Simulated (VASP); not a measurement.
# Bi2Pd (Froodite) with PBEsol: from relaxation to properties

Aim: relax Bi2Pd (Froodite), then compute properties on the relaxed cell. The steps: first try, relaxing cell and atoms (PBEsol), single point with fields (PBEsol), bands along the symmetry lines (PBEsol), density of states (PBEsol), vibrations at Γ (PBEsol), volume scan with PBEsol and fit for PBEsol. The start is a cell from a database of measured crystal structures.

Program: VASP 6.6.1. Level of theory: PBEsol; plane waves and PAW (Bi_d, Pd). Results are calculated unless marked as measured.

**1. The starting structure**

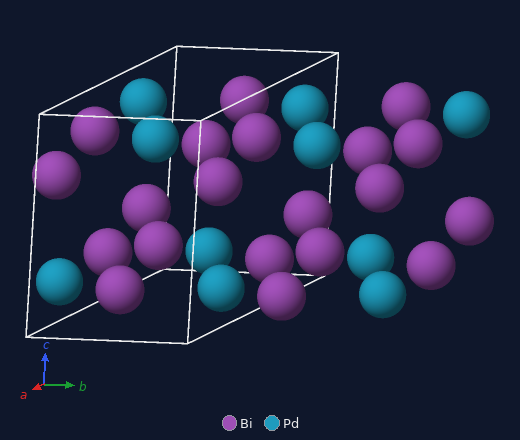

The cell as given, slightly off an axis (bismuth purple, palladium blue). 1×2×1 cells are drawn. This picture shows the conventional cell, with its axes. Some periodic images of atoms are drawn too.

As a file:

```cif
data_structure
_symmetry_space_group_name_H-M 'P 1'
_symmetry_Int_Tables_number 1
_cell_length_a 4.2500
_cell_length_b 5.6650
_cell_length_c 6.7151
_cell_angle_alpha 101.924
_cell_angle_beta 108.448
_cell_angle_gamma 90.000
_cell_volume 149.68
loop_
_atom_site_label
_atom_site_type_symbol
_atom_site_fract_x
_atom_site_fract_y
_atom_site_fract_z
_atom_site_occupancy
Bi1 Bi 0.15600 0.32100 0.31200 1
Bi2 Bi 0.84400 0.67900 0.68800 1
Bi3 Bi 0.57600 0.79600 0.15200 1
Bi4 Bi 0.42400 0.20400 0.84800 1
Pd5 Pd 0.22600 0.82000 0.45200 1
Pd6 Pd 0.77400 0.18000 0.54800 1
```

**2. First try**

This run is made with a changed input; what comes of it follows.

INCAR

```
SYSTEM = Bi2Pd
PREC = Accurate
ENCUT = 400
EDIFF = 1E-06
NELM = 80
ISMEAR = 1
SIGMA = 0.2
LREAL = .FALSE.
ALGO = Normal
GGA = PS
NBANDS = 49
LASPH = .TRUE.
LORBIT = 11
LWAVE = .FALSE.
LCHARG = .FALSE.
KPAR = 4
IBRION = 3
NSW = 30
ISIF = 3
EDIFFG = -0.01
POTIM = 5
```

POSCAR

```
Bi2Pd
1.0
    0.0000000000      4.2500000000      0.0000000000
   -1.2338515528      0.0000000000      5.5289994887
    6.3700000000     -2.1250000000      0.0000000000
Bi Pd
4 2
Direct
    0.1560000000      0.3210000000      0.3120000000
    0.8440000000      0.6790000000      0.6880000000
    0.5760000000      0.7960000000      0.1520000000
    0.4240000000      0.2040000000      0.8480000000
    0.2260000000      0.8200000000      0.4520000000
    0.7740000000      0.1800000000      0.5480000000
```

KPOINTS

```
Automatic mesh
0
Gamma
7 5 7
0 0 0
```

The projector-augmented-wave data sets are Bi_d and Pd (PBE family, release 64).

Run with:

```sh
$ mpirun -np 4 vasp_std
```

Log:

```text
[banner, memory and clock lines left out]
running    4 mpi-ranks, on    1 nodes
[...]
|                                                                             |
|               ----> ADVICE to this user running VASP <----                  |
|                                                                             |
|     You enforced a specific xc type in the INCAR file but a different       |
|     [... a line on the potential file left out ...]
|     I HOPE YOU KNOW WHAT YOU ARE DOING!                                     |
|                                                                             |

 LDA part: xc-table for (Slater+PW92), standard interpolation
 POSCAR, INCAR and KPOINTS ok, starting setup
[...]
entering main loop
       N       E                     dE             d eps       ncg     rms          rms(c)
DAV:   1     0.891032866090E+03    0.89103E+03   -0.34695E+04  7112   0.172E+03
DAV:   2     0.774227387700E+02   -0.81361E+03   -0.78887E+03  7104   0.517E+02
DAV:   3    -0.261827448932E+02   -0.10361E+03   -0.99324E+02  8078   0.196E+02
DAV:   4    -0.309803700188E+02   -0.47976E+01   -0.47523E+01  7993   0.441E+01
[...]
DAV:  11    -0.306837876811E+02   -0.15369E-05   -0.24830E-04  9104   0.830E-02    0.915E-03
DAV:  12    -0.306837880269E+02   -0.34576E-06   -0.22451E-05  9262   0.442E-02    0.597E-03
DAV:  13    -0.306837870803E+02    0.94657E-06   -0.13615E-06  3962   0.922E-03
   1 F= -.30683787E+02 E0= -.30684547E+02  d E =-.306838E+02
quench:  g(F)=  0.335E+00 g(S)=  0.369E-01 dE (1.order)=-0.743E+00
[...]
N       E                     dE             d eps       ncg     rms          rms(c)
DAV:   1    -0.154949122501E+02    0.15189E+02   -0.51087E+03  7779   0.366E+02    0.396E+01
DAV:   2    -0.313042936848E+02   -0.15809E+02   -0.26193E+02  8117   0.107E+02    0.214E+01
DAV:   3    -0.265751575475E+02    0.47291E+01   -0.19032E+01  8441   0.351E+01    0.102E+01
DAV:   4    -0.254789201158E+02    0.10962E+01   -0.56739E+00  8485   0.166E+01    0.501E+00
[...]
DAV:  10    -0.253231419664E+02   -0.17314E-05   -0.34233E-05  8944   0.548E-02    0.697E-03
DAV:  11    -0.253231408280E+02    0.11383E-05   -0.16605E-06  4718   0.146E-02    0.181E-03
DAV:  12    -0.253231406163E+02    0.21168E-06   -0.53118E-07  3820   0.583E-03
   2 F= -.25323141E+02 E0= -.25325665E+02  d E =0.536065E+01
quench:  g(F)=  0.109E+03 g(S)=  0.210E+03 dE (1.order)=-0.623E+03
[...]
N       E                     dE             d eps       ncg     rms          rms(c)
DAV:   1    -0.705310825183E+04   -0.70278E+04   -0.24595E+04 13888   0.186E+02    0.210E+02
DAV:   2    -0.482745702316E+03    0.65704E+04   -0.55660E+03  9880   0.184E+02    0.117E+02
DAV:   3     0.423198995129E+04    0.47147E+04   -0.33551E+04 14047   0.137E+02    0.322E+01
DAV:   4     0.420148535665E+04   -0.30505E+02   -0.19477E+03  8885   0.135E+02    0.354E+01
[...]
DAV:  29     0.441922900448E+04    0.30433E-05   -0.14530E-05  5770   0.657E-03    0.699E-03
DAV:  30     0.441922900250E+04   -0.19845E-05   -0.20978E-06  4877   0.379E-03    0.242E-03
DAV:  31     0.441922900197E+04   -0.52706E-06   -0.13539E-07  3647   0.979E-04
   3 F= 0.44192290E+04 E0= 0.44192712E+04  d E =0.444455E+04
quench:  g(F)=  0.894E+01 g(S)=  0.290E+06 dE (1.order)=-0.566E+06
[...]
|                                                                             |
|     EEEEEEE  RRRRRR   RRRRRR   OOOOOOO  RRRRRR      ###     ###     ###     |
|     E        R     R  R     R  O     O  R     R     ###     ###     ###     |
|     E        R     R  R     R  O     O  R     R     ###     ###     ###     |
|     EEEEE    RRRRRR   RRRRRR   O     O  RRRRRR       #       #       #      |
|     E        R   R    R   R    O     O  R   R                               |
|     E        R    R   R    R   O     O  R    R      ###     ###     ###     |
|     EEEEEEE  R     R  R     R  OOOOOOO  R     R     ###     ###     ###     |
|                                                                             |
|     Orbital orthonormalization failed in the inversion of matrix            |
|     LAPACK: Routine ZPOTRF failed! kpoint: 1 spin: 1                        |
|                                                                             |
|     Possible solutions for this issue are:                                  |
|     - Please check whether the atoms are too close to each other.           |
|     - Decreasing POTIM might help during relaxations or MDs.                |
|     - Deleting CHGCAR or WAVECAR if incompatible with the structure.        |
|     - Try calculating without symmetrizing (ISYM = 0 or ISYM = -1).         |
|     - As last resort: using a different PAW for some of the atoms.          |
|                                                                             |
|       ---->  I REFUSE TO CONTINUE WITH THIS SICK JOB ... BYE!!! <----       |
|                                                                             |

1
1
1
1
```

The job ended after 2.8 min (4 MPI ranks of Intel Xeon 6975P-C (Granite Rapids), shared host).

The logs omit lines about the potential files and the build; timing stands in the text.

The run ended with an error.

VASP's message: “Orbital orthonormalization failed in the inversion of matrix LAPACK: Routine ZPOTRF failed! kpoint: 1 spin: 1”. No number of this run is used.

The fault in the input: ionic step far too long (POTIM = 5.0 and IBRION = 3). Lower POTIM, or use IBRION = 2.

(Part 1 of 7 ends here.)

[Lines on the potential files, build, host, timing and source positions are cut from VASP's logs without a mark.]

[Logs are printed without paths, hosts, clocks, repeated set-up lines and the standing remarks that a program may print on its own settings, such as how far it seeks lower states.]

[Hosts, paths, dates, database ids (printed as entryN), source tags and the programs' standing remarks are cut or masked in the printed files.]

[A measured line is paired with the nearest computed mode of its activity, which favours agreement.]
